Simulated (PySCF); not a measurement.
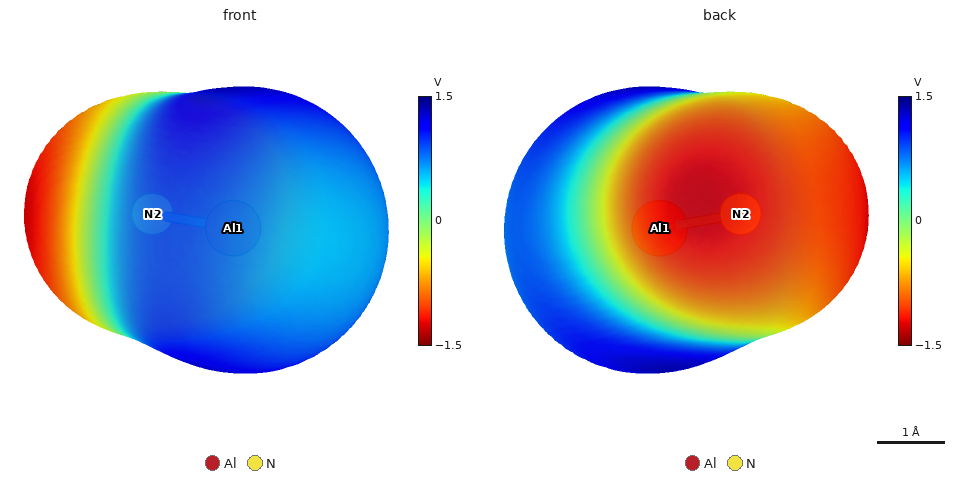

*AlN (triplet). The electrostatic potential painted on the density surface at 0.001 e/bohr³, seen from the front and from behind; red is negative and blue positive.*

Level of theory: PBE0/def2-TZVPP, non-relativistic Hamiltonian with scalar-relativistic core potentials where named, at a bond length of 1.792 Å (PySCF 2.14.0).

```xyz
2

Al    0.0000    0.0000   -0.6123
N     0.0000    0.0000    1.1797
```

**Describe the electrostatic potential map.**

The most negative region (about −1.3 V, or −30 kcal/mol for a unit charge) lies over N2, the most positive (about +1.3 V, or +30 kcal/mol for a unit charge) over Al1. N2 is the likeliest acceptor of a hydrogen bond.
